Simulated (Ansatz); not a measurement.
**CH4Ge (singlet): correlated methods under varied settings**

What do other methods and options give for CH4Ge (singlet) at this geometry, and how long do they take?

Method: the settings change from run to run; program: Ansatz 0.2.0, Gaussian basis.

17 further runs of the same task are left out: 7 that didn't finish, 10 set aside as unsound or not needed.

### 1 What is computed

The geometry is a PBE0/def2-TZVP stationary point (not a proven minimum). No spin-orbit coupling is included. The filled d shell of Ge may be among the frozen orbitals whatever the setting's name suggests; the logs give the count.

6 atoms, charge 0, spin multiplicity 1.

Atoms are counted from 1 here; the program's logs count them from 0.

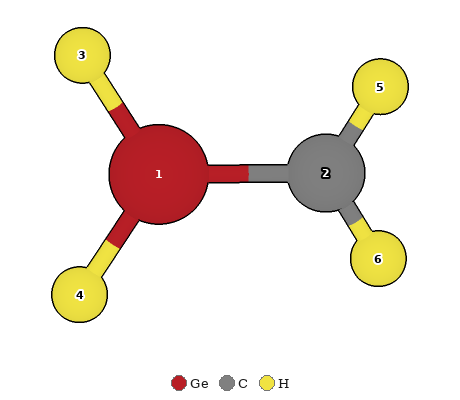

The geometry (germanium red, carbon grey, hydrogen yellow); atoms are numbered from 1 in the order of the file.

As a file:

```mol
CH4Ge
  3D, bonds by distance, orders not assigned

  6  5  0  0  0  0  0  0  0  0999 V2000
    0.0000    0.0000    0.2739 Ge  0  0
    0.0000    0.0000   -1.4947 C   0  0
    0.0000    1.2853    1.0968 H   0  0
    0.0000   -1.2853    1.0968 H   0  0
    0.0000    0.9233   -2.0594 H   0  0
    0.0000   -0.9233   -2.0594 H   0  0
  1  2  8  0
  1  3  8  0
  1  4  8  0
  2  5  8  0
  2  6  8  0
M  END
```

### 2 MP2 on UHF/cc-pVDZ

in.yaml

```yaml
crystal:
  periodic: [false, false, false]
  atoms:
    - {symbol: Ge, position_ang: [0.000000, 0.000000, 0.273860]}
    - {symbol: C, position_ang: [0.000000, 0.000000, -1.494741]}
    - {symbol: H, position_ang: [0.000000, 1.285282, 1.096845]}
    - {symbol: H, position_ang: [0.000000, -1.285282, 1.096845]}
    - {symbol: H, position_ang: [0.000000, 0.923283, -2.059354]}
    - {symbol: H, position_ang: [0.000000, -0.923283, -2.059354]}
basis:
  gaussian: {orbitals: cc-pVDZ}
magnetization: {spin_polarized: true, initial_magnetization: 0}
correlation: {method: mp2, electrons: outside_noble_gas}
output: {forces: true}
```

On the command line:

```sh
$ ansatz run in.yaml --threads 1 --pin off --events-out ev --progress --plain --max-ram 2393MiB
```

What it wrote:

```text
Functional definition: HF
  name "HF"
  cite "Fock, Z. Phys. 61, 126 (1930) doi:10.1007/BF01340294"
  parent pbe
  exchange = exact_x
  correlation = 0
632 factors; integrals over basis functions are off by at most 1.1e-3 eV
mean field evaluation 1: about -57562.1736 eV, gradient 1.9e1 eV
mean field evaluation 2: about -57562.1753 eV, gradient 1.9e1 eV
mean field evaluation 4: about -57564.4514 eV, gradient 1.7e0 eV
mean field evaluation 8: about -57564.4934 eV, gradient 4.2e-2 eV
mean field evaluation 16: about -57564.6225 eV, gradient 2.8e-1 eV
mean field evaluation 32: about -57564.4732 eV, gradient 4.0e0 eV
mean field -57564.62391570 eV, -2115.4609101986 hartree, gradient 2.7e-6 eV, S^2 0.404676; 2 other end points of the search recorded, 0 dependent functions left out
15 core orbitals not correlated: weight in the atoms' cores, before any rotation towards them, 0.998 or more for the frozen orbitals, at most 0.001 for the correlated occupied ones
reference -57564.62391570 eV, -2115.4609101986 hartree; 6, 6 occupied and 40, 40 virtual orbitals, 632 factors
second order -6.01248425 eV of doubles, -0.00000000 eV of singles
the calculation of the forces begins
Total energy: -57570.63639995 eV, -2115.6818649194 hartree
Atom 0 at     0.000000     0.000000     0.273860 Å, force     0.000000     0.000000    -0.820831 eV/Å
Atom 1 at     0.000000     0.000000    -1.494741 Å, force    -0.000000     0.000000     1.080551 eV/Å
Atom 2 at     0.000000     1.285282     1.096845 Å, force    -0.000000     0.031208     0.072965 eV/Å
Atom 3 at     0.000000    -1.285282     1.096845 Å, force    -0.000000    -0.031208     0.072965 eV/Å
Atom 4 at     0.000000     0.923283    -2.059354 Å, force    -0.000000     0.381374    -0.202826 eV/Å
Atom 5 at     0.000000    -0.923283    -2.059354 Å, force     0.000000    -0.381374    -0.202826 eV/Å
Dipole moment:     0.000000     0.000000     0.248842 e Å
```

It took 2.8 s on 1 thread of Arm Neoverse V1, shared host.

From the report: ⟨S²⟩ of the determinant 0.405 (pure singlet: 0.00).

### 3 CCSDT(Q) on UHF/STO-3G

Edit in.yaml of step 2 so:

```diff
@@ -10,5 +10,4 @@
 basis:
-  gaussian: {orbitals: cc-pVDZ}
+  gaussian: {orbitals: STO-3G}
 magnetization: {spin_polarized: true, initial_magnetization: 0}
-correlation: {method: mp2, electrons: outside_noble_gas}
-output: {forces: true}
+correlation: {method: ccsdt_q, electrons: valence}
```

The command is unchanged.

What it wrote, cut to the lines that bear on the results:

```text
Functional definition: HF
  name "HF"
  cite "Fock, Z. Phys. 61, 126 (1930) doi:10.1007/BF01340294"
  parent pbe
[...]
388 factors; integrals over basis functions are off by at most 3.6e-8 eV
[...]
mean field -56910.28337450 eV, -2091.4143388375 hartree, gradient 2.0e-6 eV, S^2 0.610808; 3 other end points of the search recorded, 0 dependent functions left out
determinant -56910.28337450 eV, -2091.4143388375 hartree, with singles and doubles -56914.01245968 eV, -2091.5513801901 hartree
determinant -56909.73728327 eV, -2091.3942703546 hartree, with singles and doubles -56914.07423815 eV, -2091.5536505069 hartree
10 core orbitals not correlated: weight in the atoms' cores, before any rotation towards them, 1.000 or more for the frozen orbitals, at most 0.000 for the correlated occupied ones
reference -56910.28337450 eV, -2091.4143388375 hartree; 11, 11 occupied and 6, 6 virtual orbitals, 388 factors
second order -2.17498483 eV of doubles, -0.00000000 eV of singles
cycle   1  -2.72200968 eV  change   -5.5e-1 eV  update   8.7e-2
[...]
cycle  20  -3.83328731 eV  change   -1.3e-6 eV  update   6.8e-7
perturbative correction -0.01570089 eV, -0.0005769971 hartree
Total energy: -56914.13236270 eV, -2091.5557865447 hartree
```

It took 9.5 s on 1 thread of Arm Neoverse V1, shared host; peak memory 0.35 GiB.

From the report: ⟨S²⟩ of the determinant 0.611 (pure singlet: 0.00); correlation -3.8490 eV; T1 0.066; largest double amplitude 0.36. The determinant is far from a pure spin state, so its energy mixes those of several spin states (harmless only where they are near-degenerate, as at dissociation).

### 4 BCCD(T)/6-31G*

Edit in.yaml of step 3 so:

```diff
@@ -10,4 +10,6 @@
 basis:
-  gaussian: {orbitals: STO-3G}
+  gaussian: {orbitals: "6-31G*"}
 magnetization: {spin_polarized: true, initial_magnetization: 0}
-correlation: {method: ccsdt_q, electrons: valence}
+hamiltonian: {xc: {name: B3LYP}}
+correlation: {method: bccd_t, electrons: outside_noble_gas}
+scf: {lower_state_search: off}
```

Launched as before.

What it wrote, cut to the lines that bear on the results:

```text
Functional definition: B3LYP
  name "B3LYP"
  cite "Stephens, Devlin, Chabalowski & Frisch, J. Phys. Chem. 98, 11623 (1994) doi:10.1021/j100096a001"
  cite "Becke, Phys. Rev. A 38, 3098 (1988) doi:10.1103/PhysRevA.38.3098"
  cite "Lee, Yang & Parr, Phys. Rev. B 37, 785 (1988) doi:10.1103/PhysRevB.37.785"
  cite "Vosko, Wilk & Nusair, Can. J. Phys. 58, 1200 (1980) doi:10.1139/p80-159"
[...]
580 factors; integrals over basis functions are off by at most 6.7e-4 eV
[...]
mean field -57612.23882199 eV, -2117.2107257301 hartree, gradient 1.5e-6 eV, S^2 0.000000; 0 other end points of the search recorded, 0 dependent functions left out
15 core orbitals not correlated: weight in the atoms' cores, before any rotation towards them, 0.998 or more for the frozen orbitals, at most 0.001 for the correlated occupied ones
reference -57556.69615187 eV, -2115.1695702514 hartree; 6, 6 occupied and 37, 37 virtual orbitals, 580 factors
second order -6.24236369 eV of doubles, -0.28144898 eV of singles
cycle   1  -6.68422969 eV  change   -1.7e-1 eV  update   7.9e-2
[...]
cycle  10  -7.02234331 eV  change    3.5e-6 eV  update   4.3e-6
perturbative correction -0.28024505 eV, -0.0102988156 hartree
Total energy: -57563.99874023 eV, -2115.4379354237 hartree
Checks for a lower state left out: stability, starts, cluster_reference, orbital_swaps, neighbouring_geometries, increment
```

Run time: 3 s. Hardware: 1 thread of Arm Neoverse V1, shared host.

From the report: ⟨S²⟩ of the determinant 0.000 (pure singlet: 0.00); correlation -7.3026 eV; largest double amplitude 0.17.

### 5 HF/cc-pVDZ

Edit in.yaml of step 4 so:

```diff
@@ -10,6 +10,6 @@
 basis:
-  gaussian: {orbitals: "6-31G*"}
-magnetization: {spin_polarized: true, initial_magnetization: 0}
-hamiltonian: {xc: {name: B3LYP}}
-correlation: {method: bccd_t, electrons: outside_noble_gas}
-scf: {lower_state_search: off}
+  gaussian: {orbitals: cc-pVDZ}
+magnetization: {spin_polarized: false}
+hamiltonian: {xc: hf}
+scf: {lower_state_search: light}
+output: {orbitals: {seedname: orbitals}}
```

Launched as before.

What it wrote:

```text
Functional definition: HF
  name "HF"
  cite "Fock, Z. Phys. 61, 126 (1930) doi:10.1007/BF01340294"
  parent pbe
  exchange = exact_x
  correlation = 0
632 factors; integrals over basis functions are off by at most 1.1e-3 eV
mean field evaluation 1: about -57562.1736 eV, gradient 2.7e1 eV
mean field evaluation 2: about -57562.1753 eV, gradient 2.7e1 eV
mean field evaluation 4: about -57564.4514 eV, gradient 2.4e0 eV
mean field evaluation 8: about -57564.4934 eV, gradient 1.0e-3 eV
mean field -57564.49340733 eV, -2115.4561141043 hartree, gradient 2.2e-5 eV, S^2 0.000000; 0 other end points of the search recorded, 0 dependent functions left out
reference -57564.49340733 eV, -2115.4561141043 hartree; 21, 21 occupied and 40, 40 virtual orbitals, 632 factors
Total energy: -57564.49340733 eV, -2115.4561141043 hartree
```

Run time: 0.69 s. Hardware: 1 thread of Arm Neoverse V1, shared host.

### 6 MP2 on RHF/def2-mTZVP

Edit in.yaml of step 5 so:

```diff
@@ -10,6 +10,5 @@
 basis:
-  gaussian: {orbitals: cc-pVDZ}
+  gaussian: {orbitals: def2-mTZVP}
 magnetization: {spin_polarized: false}
-hamiltonian: {xc: hf}
-scf: {lower_state_search: light}
-output: {orbitals: {seedname: orbitals}}
+correlation: {method: mp2, electrons: outside_noble_gas}
+output: {forces: true}
```

The command is unchanged.

What it wrote, cut to the lines that bear on the results:

```text
Functional definition: HF
  name "HF"
  cite "Fock, Z. Phys. 61, 126 (1930) doi:10.1007/BF01340294"
  parent pbe
[...]
659 factors; integrals over basis functions are off by at most 1.1e-3 eV
[...]
mean field -57565.40458609 eV, -2115.4895993060 hartree, gradient 9.7e-7 eV, S^2 0.000000; 0 other end points of the search recorded, 0 dependent functions left out; unrestricted orbitals would lower it
[...]
15 core orbitals not correlated: weight in the atoms' cores, before any rotation towards them, 0.999 or more for the frozen orbitals, at most 0.001 for the correlated occupied ones
reference -57565.40458609 eV, -2115.4895993060 hartree; 6, 6 occupied and 46, 46 virtual orbitals, 659 factors
second order -6.10246127 eV of doubles, -0.00000000 eV of singles
[...]
Total energy: -57571.50704735 eV, -2115.7138606212 hartree
Atom 0 at     0.000000     0.000000     0.273860 Å, force     0.000000    -0.000000     0.598510 eV/Å
Atom 1 at     0.000000     0.000000    -1.494741 Å, force    -0.000000     0.000000    -0.694667 eV/Å
Atom 2 at     0.000000     1.285282     1.096845 Å, force    -0.000000     0.105501     0.059546 eV/Å
Atom 3 at     0.000000    -1.285282     1.096845 Å, force    -0.000000    -0.105501     0.059546 eV/Å
Atom 4 at     0.000000     0.923283    -2.059354 Å, force     0.000000    -0.045807    -0.011468 eV/Å
Atom 5 at     0.000000    -0.923283    -2.059354 Å, force     0.000000     0.045807    -0.011468 eV/Å
Dipole moment:    -0.000000    -0.000000     0.149878 e Å
```

Wall time 1.5 s (1 thread of Arm Neoverse V1, shared host).

### 7 HF/STO-3G

Edit in.yaml of step 6 so:

```diff
@@ -10,5 +10,5 @@
 basis:
-  gaussian: {orbitals: def2-mTZVP}
+  gaussian: {orbitals: STO-3G}
 magnetization: {spin_polarized: false}
-correlation: {method: mp2, electrons: outside_noble_gas}
-output: {forces: true}
+hamiltonian: {xc: hf}
+output: {forces: true, orbitals: {seedname: orbitals}}
```

The command is unchanged.

What it wrote, cut to the lines that bear on the results:

```text
Functional definition: HF
  name "HF"
  cite "Fock, Z. Phys. 61, 126 (1930) doi:10.1007/BF01340294"
  parent pbe
[...]
300 factors; integrals over basis functions are off by at most 2.6e-5 eV
[...]
mean field -56909.73721098 eV, -2091.3942676980 hartree, gradient 2.5e-5 eV, S^2 0.000000; 0 other end points of the search recorded, 0 dependent functions left out
[...]
reference -56909.73721098 eV, -2091.3942676980 hartree; 21, 21 occupied and 6, 6 virtual orbitals, 300 factors
Total energy: -56909.73721098 eV, -2091.3942676980 hartree
Atom 0 at     0.000000     0.000000     0.273860 Å, force    -0.000000     0.000000    -3.072685 eV/Å
Atom 1 at     0.000000     0.000000    -1.494741 Å, force     0.000000    -0.000000     5.569040 eV/Å
Atom 2 at     0.000000     1.285282     1.096845 Å, force     0.000000    -1.762476    -1.129971 eV/Å
Atom 3 at     0.000000    -1.285282     1.096845 Å, force    -0.000000     1.762476    -1.129971 eV/Å
Atom 4 at     0.000000     0.923283    -2.059354 Å, force     0.000000    -0.363039    -0.118207 eV/Å
Atom 5 at     0.000000    -0.923283    -2.059354 Å, force    -0.000000     0.363039    -0.118207 eV/Å
Dipole moment:     0.000000     0.000000     0.165068 e Å
```

It took 0.27 s on 1 thread of Arm Neoverse V1, shared host.

### 8 BCCD(T) on RHF/6-31G*

Edit in.yaml of step 7 so:

```diff
@@ -10,5 +10,5 @@
 basis:
-  gaussian: {orbitals: STO-3G}
+  gaussian: {orbitals: "6-31G*"}
 magnetization: {spin_polarized: false}
-hamiltonian: {xc: hf}
-output: {forces: true, orbitals: {seedname: orbitals}}
+correlation: {method: bccd_t, electrons: outside_noble_gas}
+output: {forces: true}
```

Same command.

What it wrote, cut to the lines that bear on the results:

```text
Functional definition: HF
  name "HF"
  cite "Fock, Z. Phys. 61, 126 (1930) doi:10.1007/BF01340294"
  parent pbe
[...]
580 factors; integrals over basis functions are off by at most 6.7e-4 eV
[...]
mean field -57557.28427574 eV, -2115.1911834049 hartree, gradient 2.1e-6 eV, S^2 0.000000; 0 other end points of the search recorded, 0 dependent functions left out; unrestricted orbitals would lower it
15 core orbitals not correlated: weight in the atoms' cores, before any rotation towards them, 0.999 or more for the frozen orbitals, at most 0.001 for the correlated occupied ones
reference -57557.28427574 eV, -2115.1911834049 hartree; 6, 6 occupied and 37, 37 virtual orbitals, 580 factors
second order -5.89584516 eV of doubles, -0.00000000 eV of singles
cycle   1  -6.34825164 eV  change   -4.5e-1 eV  update   7.9e-2
[...]
cycle  10  -6.68371629 eV  change    5.4e-6 eV  update   4.4e-6
perturbative correction -0.27958857 eV, -0.0102746903 hartree
[...]
Total energy: -57564.24758059 eV, -2115.4470801383 hartree
Atom 0 at     0.000000     0.000000     0.273860 Å, force     0.000000     0.000000     0.703006 eV/Å
Atom 1 at     0.000000     0.000000    -1.494741 Å, force    -0.000000    -0.000000    -0.728052 eV/Å
Atom 2 at     0.000000     1.285282     1.096845 Å, force    -0.000000     0.331136     0.174826 eV/Å
Atom 3 at     0.000000    -1.285282     1.096845 Å, force    -0.000000    -0.331136     0.174826 eV/Å
Atom 4 at     0.000000     0.923283    -2.059354 Å, force     0.000000     0.168511    -0.162303 eV/Å
Atom 5 at     0.000000    -0.923283    -2.059354 Å, force    -0.000000    -0.168511    -0.162303 eV/Å
Dipole moment:     0.000000     0.000000     0.047861 e Å
```

Wall time 2.9 s (1 thread of Arm Neoverse V1, shared host).

From the report: correlation -6.9633 eV; largest double amplitude 0.17.

### 9 BCCD on RHF/def2-SVP

Edit in.yaml of step 8 so:

```diff
@@ -10,5 +10,4 @@
 basis:
-  gaussian: {orbitals: "6-31G*"}
+  gaussian: {orbitals: def2-SVP}
 magnetization: {spin_polarized: false}
-correlation: {method: bccd_t, electrons: outside_noble_gas}
-output: {forces: true}
+correlation: {method: bccd, electrons: outside_noble_gas}
```

Launched as before.

What it wrote, cut to the lines that bear on the results:

```text
Functional definition: HF
  name "HF"
  cite "Fock, Z. Phys. 61, 126 (1930) doi:10.1007/BF01340294"
  parent pbe
[...]
671 factors; integrals over basis functions are off by at most 1.1e-3 eV
[...]
mean field -57557.37984225 eV, -2115.1946954096 hartree, gradient 4.4e-7 eV, S^2 0.000000; 0 other end points of the search recorded, 0 dependent functions left out; unrestricted orbitals would lower it
15 core orbitals not correlated: weight in the atoms' cores, before any rotation towards them, 0.999 or more for the frozen orbitals, at most 0.001 for the correlated occupied ones
reference -57557.37984225 eV, -2115.1946954096 hartree; 6, 6 occupied and 45, 45 virtual orbitals, 671 factors
second order -6.56194908 eV of doubles, -0.00000000 eV of singles
cycle   1  -7.09782553 eV  change   -5.4e-1 eV  update   7.7e-2
[...]
cycle  10  -7.41944234 eV  change    6.7e-6 eV  update   4.7e-6
Total energy: -57564.79928460 eV, -2115.4673548866 hartree
```

It took 1.3 s on 1 thread of Arm Neoverse V1, shared host.

From the report: correlation -7.4194 eV; largest double amplitude 0.16.

### 10 BCCD(T) on UHF/cc-pVDZ

Edit in.yaml of step 9 so:

```diff
@@ -10,4 +10,6 @@
 basis:
-  gaussian: {orbitals: def2-SVP}
-magnetization: {spin_polarized: false}
-correlation: {method: bccd, electrons: outside_noble_gas}
+  gaussian: {orbitals: cc-pVDZ}
+magnetization: {spin_polarized: true, initial_magnetization: 0}
+correlation: {method: bccd_t, electrons: outside_noble_gas}
+scf: {lower_state_search: off}
+output: {forces: true}
```

Launched as before.

What it wrote, cut to the lines that bear on the results:

```text
Functional definition: HF
  name "HF"
  cite "Fock, Z. Phys. 61, 126 (1930) doi:10.1007/BF01340294"
  parent pbe
[...]
632 factors; integrals over basis functions are off by at most 1.1e-3 eV
[...]
mean field -57564.62391570 eV, -2115.4609101986 hartree, gradient 2.7e-6 eV, S^2 0.404676; 1 other end points of the search recorded, 0 dependent functions left out
15 core orbitals not correlated: weight in the atoms' cores, before any rotation towards them, 0.998 or more for the frozen orbitals, at most 0.001 for the correlated occupied ones
reference -57564.62391570 eV, -2115.4609101986 hartree; 6, 6 occupied and 40, 40 virtual orbitals, 632 factors
second order -6.01248425 eV of doubles, -0.00000000 eV of singles
cycle   1  -6.73180173 eV  change   -7.2e-1 eV  update   9.3e-2
[...]
cycle  16  -7.31740238 eV  change    1.2e-6 eV  update   7.4e-7
perturbative correction -0.28328376 eV, -0.0104104863 hartree
[...]
Total energy: -57572.22460185 eV, -2115.7402302624 hartree
Atom 0 at     0.000000     0.000000     0.273860 Å, force     0.000000     0.000000     0.943401 eV/Å
Atom 1 at     0.000000     0.000000    -1.494741 Å, force    -0.000000     0.000000    -0.467030 eV/Å
Atom 2 at     0.000000     1.285282     1.096845 Å, force    -0.000000     0.147246     0.082620 eV/Å
Atom 3 at     0.000000    -1.285282     1.096845 Å, force     0.000000    -0.147246     0.082620 eV/Å
Atom 4 at     0.000000     0.923283    -2.059354 Å, force    -0.000000     0.481846    -0.320806 eV/Å
Atom 5 at     0.000000    -0.923283    -2.059354 Å, force    -0.000000    -0.481846    -0.320806 eV/Å
Dipole moment:    -0.000000     0.000000     0.084043 e Å
Checks for a lower state left out: starts, cluster_reference, orbital_swaps, neighbouring_geometries, increment
```

Wall time 9.5 s (1 thread of Arm Neoverse V1, shared host); peak memory 0.29 GiB.

From the report: ⟨S²⟩ of the determinant 0.405 (pure singlet: 0.00); correlation -7.6007 eV; largest double amplitude 0.16.

### 11 The runs in one table

Where basis and cores are those of an earlier RCCSDT(Q)/cc-pVDZ run (-57572.2739 eV), and the state is the same kind, the miss against it is given.

| level | correlated | functions | energy (eV) | from RCCSDT(Q) (meV) | time |
| --- | --- | --- | --- | --- | --- |
| MP2 on UHF/cc-pVDZ | outside noble gas | 61 | -57570.6364 | 1637.5 | 2.8 s |
| CCSDT(Q) on UHF/STO-3G | valence | 27 | -56914.1324 |  | 9.5 s |
| BCCD(T)/6-31G* (on B3LYP orbitals) | outside noble gas | 58 | -57563.9987 |  | 3 s |
| HF/cc-pVDZ |  | 61 | -57564.4934 | 7780.4 | 0.69 s |
| MP2 on RHF/def2-mTZVP | outside noble gas | 67 | -57571.5070 |  | 1.5 s |
| HF/STO-3G |  | 27 | -56909.7372 |  | 0.27 s |
| BCCD(T) on RHF/6-31G* | outside noble gas | 58 | -57564.2476 |  | 2.9 s |
| BCCD on RHF/def2-SVP | outside noble gas | 66 | -57564.7993 |  | 1.3 s |
| BCCD(T) on UHF/cc-pVDZ | outside noble gas | 61 | -57572.2246 | 49.3 | 9.5 s |

### 12 Outcome

```
quantity                          value
    runs                              9
quickest              HF/STO-3G, 0.27 s
 slowest  CCSDT(Q) on UHF/STO-3G, 9.5 s
```

Total energies in different bases, with other cores or another treatment of relativity can't be set against each other. CCSDT(Q) on UHF/STO-3G took 35 times as long as HF/STO-3G; the jobs differ in more than the method. Among the correlated runs with a miss given, it spans +49 to +1637 meV. Hartree-Fock, CASSCF and CASCI lack dynamic correlation by design.
